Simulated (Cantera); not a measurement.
Charge: 1 mol MgO, 5 mol HBr, at 1.20 mbar.

Cantera equilibrium calculation (NASA polynomials, part measured and part estimated; ideal gas, pure solids and liquids). Candidate condensed phases: Br2, H2O, Mg, MgBr2, MgO, Mg(OH)2; 20 gas species. Equilibrium is a limit: real reactors are often held back by kinetics, nucleation or transport.

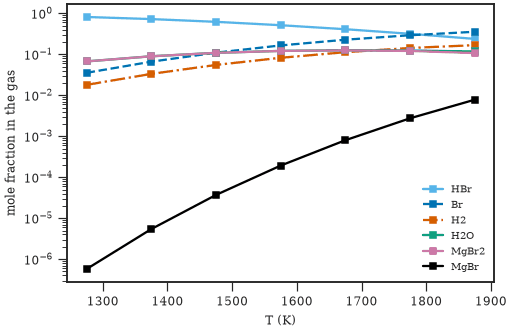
*Equilibrium gas composition (values under 1e-9 drawn at 1e-9)*

Read off the mole fractions at 1575 K.

HBr about 0.51, Br about 0.16, H2O about 0.12, MgBr2 about 0.12, H2 about 0.082, MgBr about 0.00019.
